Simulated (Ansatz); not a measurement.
Process, species as SMILES: CCl (CH3-Cl) → C atom + Cl atom + 3 H atom
B3LYP-D3(BJ)/def2-TZVP geometries, fixed; electronic energies without zero-point terms.
Largest species:
```xyz
5

C      0.0082     0.0133    -1.1337
Cl    -0.0048    -0.0077     0.6605
H      0.0175     1.0478    -1.4634
H      0.8997    -0.5040    -1.4752
H     -0.8852    -0.4920    -1.4879
```
Charge 0, spin multiplicity 1.

Basis-set convergence of the atomisation energy at B2PLYP with Ansatz (an electronic-structure program). Cartesian d functions, on some or all atoms, in 6-31+G*, 6-31G**; all else is spherical. Cores are frozen. Open shells are unrestricted. No added dispersion term, no relativity. Functions are those of the species that has most. Reference: the value in pcseg-4, 393.90 kcal/mol, itself unsure by roughly 0.37 kcal/mol (its mean distance from aug-pcseg-3, aug-cc-pV(Q+d)Z, cc-pV(5+d)Z). Deviations are taken from unrounded values. Cost is core time over that of cc-pV(Q+d)Z, rough, on shared machines of one kind; a dash marks a row that isn't timed (too short, read off another run, short of memory, by another algorithm or on other hardware).

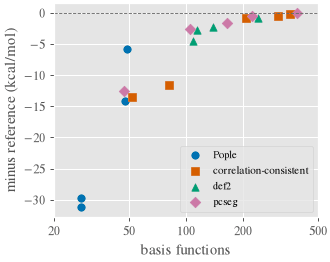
Figure. Deviation from the reference against the number of basis functions, by family of sets.

| basis | functions | atomisation energy (kcal/mol) | minus reference (kcal/mol) | cost |
|---|---|---|---|---|
| 3-21G | 28 | 364.21 | -29.70 | - |
| 6-31G | 28 | 362.70 | -31.20 | - |
| pcseg-1 | 47 | 381.33 | -12.57 | - |
| 6-31+G* | 48 | 379.78 | -14.12 | - |
| 6-31G** | 49 | 388.17 | -5.73 | - |
| cc-pV(D+d)Z | 52 | 380.35 | -13.55 | - |
| aug-cc-pV(D+d)Z | 82 | 382.37 | -11.53 | - |
| pcseg-2 | 106 | 391.29 | -2.61 | - |
| def2-TZVPD | 110 | 389.45 | -4.45 | - |
| def2-TZVPP | 115 | 391.12 | -2.79 | - |
| def2-TZVPPD | 139 | 391.59 | -2.31 | - |
| aug-pcseg-2 | 165 | 392.19 | -1.71 | 0.7× |
| cc-pV(Q+d)Z | 209 | 393.02 | -0.88 | 1× |
| pcseg-3 | 223 | 393.45 | -0.46 | 1× |
| def2-QZVPPD | 241 | 393.03 | -0.88 | 2× |
| aug-cc-pV(Q+d)Z | 307 | 393.35 | -0.55 | 3× |
| cc-pV(5+d)Z | 356 | 393.70 | -0.20 | 4× |
| pcseg-4 | 389 | 393.90 | 0.00 | 6× |
